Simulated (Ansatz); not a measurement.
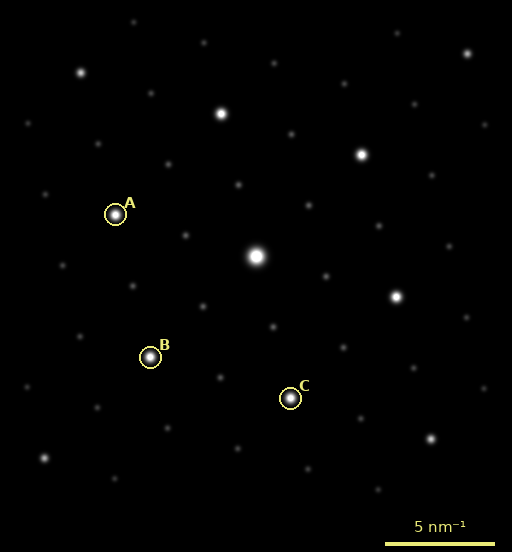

The pattern is a kinematic simulation for 100 kV electrons (no multiple scattering; isotropic B = 0.5 Å²). The zone axis points towards the electron source and the pattern is seen from the source side.

YRe₃, space group Pm-3m (No. 221), a = 4.191 Å. Structure: the input geometry of an electronic-structure calculation (not necessarily at equilibrium); the starting structure was generated, so it need not be a known form of this composition.

Spot A is indexed 0 -2 2 and spot B 2 -2 0.

Index the other marked spot.

Answer. C = −A + B = 2 0 -2 (d = 1.482 Å).

Find the zone axis.

Answer. The cross product of A and B is parallel to [111]; every spot obeys hu + kv + lw = 0.

What are the spacings of A and B and the angle between them?

Answer. d(A) = 1.482 Å, d(B) = 1.482 Å, and the angle is 60.0°.
